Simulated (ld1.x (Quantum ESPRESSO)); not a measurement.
Cu, norm-conserving Troullier–Martins (Kleinman–Bylander form), made with ld1.x (Quantum ESPRESSO) 7.5 (LDA (PZ), scalar-relativistic). Core [Ne], reference 3s2 3p6 3d10 4s1 4p0. Waves: 3p (bound): rc 1.20 bohr; 3d (bound): rc 0.75 bohr; 3s (bound): rc 0.70 bohr. Local part: the s channel. Core correction: Bessel-smoothed model core inside 0.35 bohr.

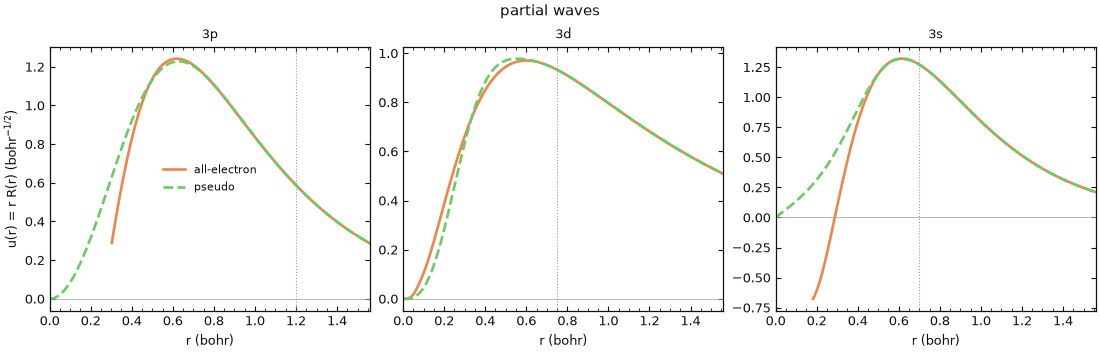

All-electron valence functions (solid) with their pseudo partners (dashed). Dotted lines mark the matching radii. The all-electron curves start outside the innermost oscillations, which aren't drawn.

Pseudo-waves: 3p has no node; 3d has no node; 3s has no node.

- Cutoffs needed: over 300 Ry and over 300 Ry (the cutoffs, on a coarse ladder, from which the occupation-weighted sum of valence levels, in a spherical-Bessel basis at the reference potential, stays within 10 and 1 mRy of its value at 400 Ry)
- Ghost test: no ghost state below the valence levels in the p, d, s, f channels (spherical-Bessel basis up to 400 Ry, 20 bohr box)
- Largest excitation error: -735 meV (all-electron minus pseudo) for 3s2 3p6 3d8 4s0 4p0, out of 7 test configurations
